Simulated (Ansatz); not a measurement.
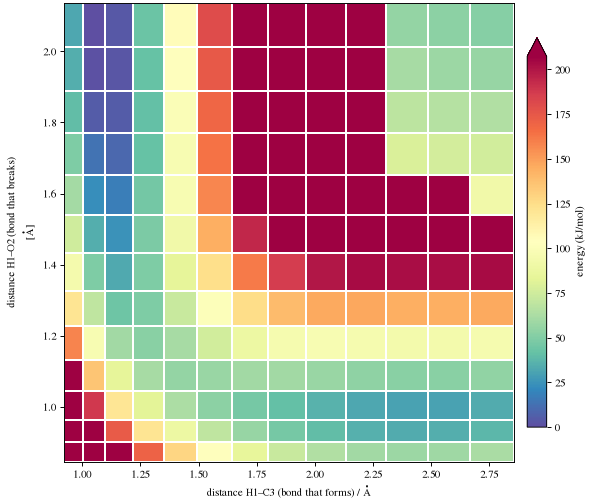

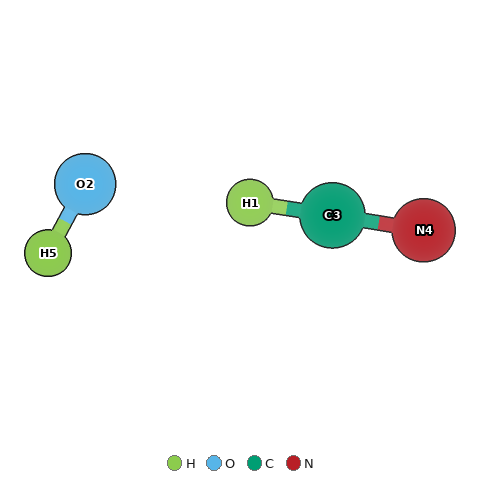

Energy landscape of the reacting system CH2NO (fragments H₂O + CN where the first distance is long, CHN + HO where the second is long), spin multiplicity 2. Coordinates scanned: (1) distance H1–C3 (bond that forms); (2) distance H1–O2 (bond that breaks). Relaxed at each point: all other coordinates. The scan uses a 13 × 13 grid. Points are written as (first, second). All energies are given in kJ/mol relative to the lowest grid point. Energies and slopes of some neighbouring points disagree (a jump in structure or state, or too coarse a mesh). These are results of Ansatz 0.2.0, UKS B3LYP-D4/def2-SVP, not measurements.

Drawn: one coloured cell a grid point, one colour for all values above the top of the scale. The second picture is the structure at the lowest point.

What does the map say about the system?

Answer. The lowest grid point is at (1.044 Å, 2.073 Å). It lies in a valley that leaves the map towards separated partners. Other grid points that lie below all their neighbours: (2.396 Å, 1.001 Å) (30 kJ/mol higher). The energy also falls towards the edge at (2.763 Å, 2.073 Å) (51 kJ/mol above the lowest), where a further well may lie outside the range. The highest grid point, (0.963 Å, 0.873 Å), lies 439 kJ/mol above the lowest.

Grid values (kJ/mol):

```
second ↓, first →  0.963  1.044  1.155  1.281  1.419  1.566  1.720  1.881  2.047  2.219  2.396  2.577  2.763
            2.073     32      0      3     43    106    180    256    329    395    439     56     53     51
            1.949     34      1      3     41    102    174    249    320    385    419     61     58     57
            1.828     40      5      5     41     99    169    241    311    365    392     69     66     64
            1.711     49     13     10     42     97    164    233    296    336    357     79     76     76
            1.596     61     23     18     46     96    158    219    268    297    313    318    320     92
            1.485     75     34     25     48     92    144    194    231    251    261    262    262    263
            1.378     94     49     33     49     84    124    162    187    200    204    203    203    204
            1.275    121     69     44     49     72    101    125    140    146    147    144    145    146
            1.177    159     97     60     52     61     76     89     95     96     95     93     93     95
            1.085    209    136     84     61     56     57     60     60     57     54     52     52     55
            1.001    275    188    120     82     63     53     47     41     36     32     30     31     34
            0.927    357    258    174    121     89     69     57     47     40     35     33     34     38
            0.873    439    330    234    170    129    102     85     73     64     59     58     59     62
```

The input of one point:

```yaml
crystal:
  periodic: [false, false, false]
  atoms:
    - { symbol: H, position_ang: [-0.200996, 0.193303, 0.153667] }
    - { symbol: O, position_ang: [0.799967, -1.601389, 0.426582] }
    - { symbol: C, position_ang: [-0.694131, 1.099269, -0.007517] }
    - { symbol: "N", position_ang: [-1.235265, 2.103186, -0.195003] }
    - { symbol: H, position_ang: [1.330523, -1.79427, -0.377732] }
magnetization:
  spin_polarized: true
  initial_magnetization: 1
basis:
  gaussian: { orbitals: def2-SVP }
hamiltonian:
  xc: { name: B3LYP }
  dispersion: d4
output:
  forces: true
relax:
  f_tol: 0.02
  max_steps: 50
  escape_saddle: false
  constraints: [{ distance: [0, 2] }, { distance: [0, 1] }]
```

The whole map (169 points run) took 38 min on 1 thread of Arm Neoverse V2 (shared host).
